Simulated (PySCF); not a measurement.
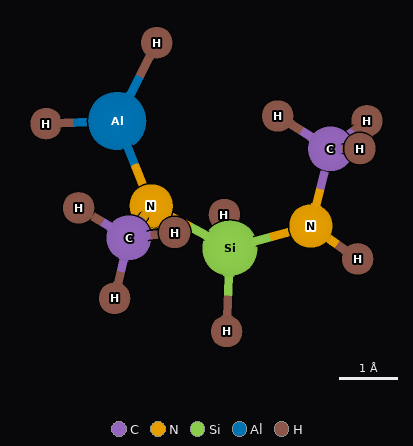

Figure 1. The structure as given in the input (ball-and-stick view, seen at a tilt). Sticks mark near contacts. Bond lengths as drawn: Al–H 1.54 to 1.55 Å, Al–N 1.80 Å, C–H 1.09 to 1.10 Å, C–N 1.45 to 1.46 Å, H–N 1.01 Å, H–Si 1.46 to 1.49 Å and N–Si 1.72 to 1.75 Å.

# Excited-state calculation of C2H11AlN2Si

C2H11AlN2Si, SMILES CN[SiH2][N](C)[AlH2], computed with TDDFT B3LYP/def2-SVPD, vertical, gas phase, core orbitals frozen in the response (PySCF 2.14.0).

The geometry comes from this level: GFN2-xTB. It belongs to a series of runs on one base structure; here: H on Si replaced by NHCH3.

Input file:
```
{"job": {"kind": "uv", "xc": "B3LYP", "basis": "def2-SVPD", "nstates": 8, "ntriplets": 3}, "charge": 0, "multiplicity": 1}
C      2.064590    -0.086000     0.778701
N      1.476933    -0.961697    -0.209249
Si     0.161798    -0.488387    -1.209328
N     -1.106682     0.168956    -0.205595
C     -1.814214    -0.782925     0.649957
Al    -1.203876     1.965976    -0.226556
H      2.907002     0.488220     0.378757
H      2.413815    -0.665549     1.636723
H      1.299341     0.617814     1.111620
H      2.147404    -1.621921    -0.572307
H      0.416062     0.656501    -2.121393
H     -0.238104    -1.715864    -1.891899
H     -2.592712    -0.268360     1.215541
H     -2.284686    -1.564969     0.049408
H     -1.133243    -1.262719     1.356278
H     -2.271190     2.689478    -1.073587
H     -0.249233     2.843475     0.621941
```

The first line tells a small driver script what to run in PySCF; the rest is the geometry in Å.

Machine: 1 CPU thread, shared host.

Command:
```bash
OMP_NUM_THREADS=1 python <driver script> task.json out
```

Output:
```
coarse grid: 14368 points
cycle   1  E = -723.8514890240  dE =  2.887e-01  |g| = 6.413e-01  |ddm| = 5.617e+00
cycle   2  E = -723.6705924532  dE =  1.809e-01  |g| = 1.080e+00  |ddm| = 2.347e+00
cycle   3  E = -723.9459829965  dE = -2.754e-01  |g| = 9.967e-02  |ddm| = 1.429e+00
cycle   4  E = -723.9479091768  dE = -1.926e-03  |g| = 5.200e-02  |ddm| = 1.921e-01
cycle   5  E = -723.9484922074  dE = -5.830e-04  |g| = 1.375e-02  |ddm| = 7.732e-02
cycle   6  E = -723.9485315877  dE = -3.938e-05  |g| = 4.030e-03  |ddm| = 2.159e-02
cycle   7  E = -723.9485353831  dE = -3.795e-06  |g| = 4.008e-04  |ddm| = 5.225e-03
final grid: 127312 points
cycle   8  E = -724.0451487593  dE = -3.473e-05  |g| = 5.655e-03  |ddm| = 9.835e-02
cycle   9  E = -724.0451398052  dE =  8.954e-06  |g| = 8.310e-03  |ddm| = 1.760e-02
cycle  10  E = -724.0451566770  dE = -1.687e-05  |g| = 1.111e-03  |ddm| = 1.035e-02
cycle  11  E = -724.0451569414  dE = -2.644e-07  |g| = 1.778e-04  |ddm| = 1.253e-03
cycle  12  E = -724.0451569479  dE = -6.505e-09  |g| = 8.293e-05  |ddm| = 3.982e-04
cycle  13  E = -724.0451569494  dE = -1.481e-09  |g| = 2.867e-05  |ddm| = 1.582e-04
cycle  14  E = -724.0451569495  dE = -1.824e-10  |g| = 4.933e-06  |ddm| = 4.496e-05
```

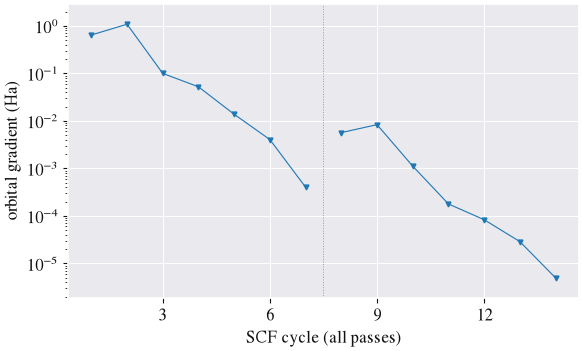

Figure 2. Convergence of the self-consistent field: orbital gradient against the SCF cycle. The dotted line marks the change from a coarse to the final integration grid. The first 7 cycles use a coarse grid, the final grid takes over at cycle 8, and the field converges after 14 cycles in all.

```
converged SCF energy = -724.0451569495

Static polarisability (au): isotropic 93.747, principal 87.002 93.227 101.013

Singlet excitations
state   eV       nm        f      main configurations
  1   3.8030    326.0   0.00104   H->L 0.99
  2   4.4638    277.8   0.00806   H-1->L 0.99
  3   5.5022    225.3   0.00475   H->L+1 0.94
  4   5.6666    218.8   0.00143   H-2->L 0.96
  5   5.8313    212.6   0.00069   H-1->L+2 0.50, H-1->L+1 0.42
  6   5.9604    208.0   0.02987   H->L+2 0.84
  7   5.9716    207.6   0.00366   H-3->L 0.91
  8   6.0023    206.6   0.02743   H-1->L+1 0.48, H-1->L+2 0.39

Triplet excitations (Tamm-Dancoff, eV): 3.7182 4.4106 5.2356
```

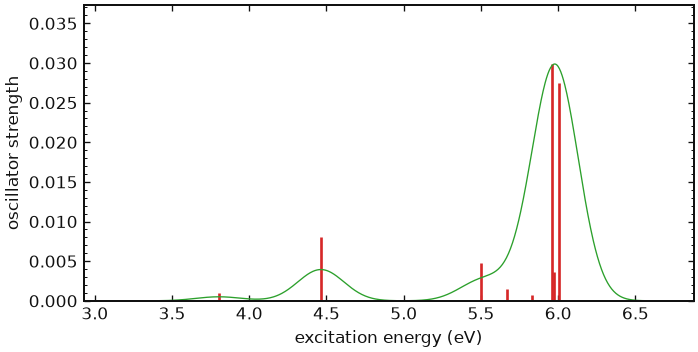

Figure 3. Computed excitations as sticks (degenerate states added up, dark ones marked on the axis), with a Gaussian envelope of 0.35 eV full width at half maximum, scaled to the tallest. Of the 8 states the lowest lies at 3.80 eV (f = 0.001); the strongest line is at 5.96 eV, or 208 nm (f = 0.030).

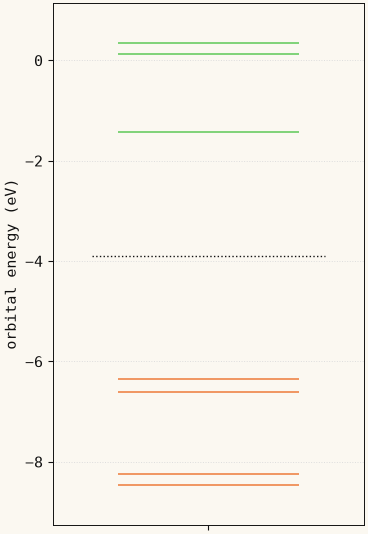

Figure 4. Orbital energies near the frontier; the dotted line parts filled from empty levels, and levels within 0.02 eV of each other stand side by side. Highest filled −6.36 eV, lowest empty −1.44 eV, 4.92 eV apart.

Results in brief:

```tsv
quantity	value
outcome	converged
total energy	−724.045157 hartree
HOMO	−6.36 eV
LUMO	−1.44 eV
dipole moment	1.47 D
mean polarisability	93.75 a.u.
lowest singlet excitation	3.80 eV
wall time	59 s
peak memory	0.84 GiB
```
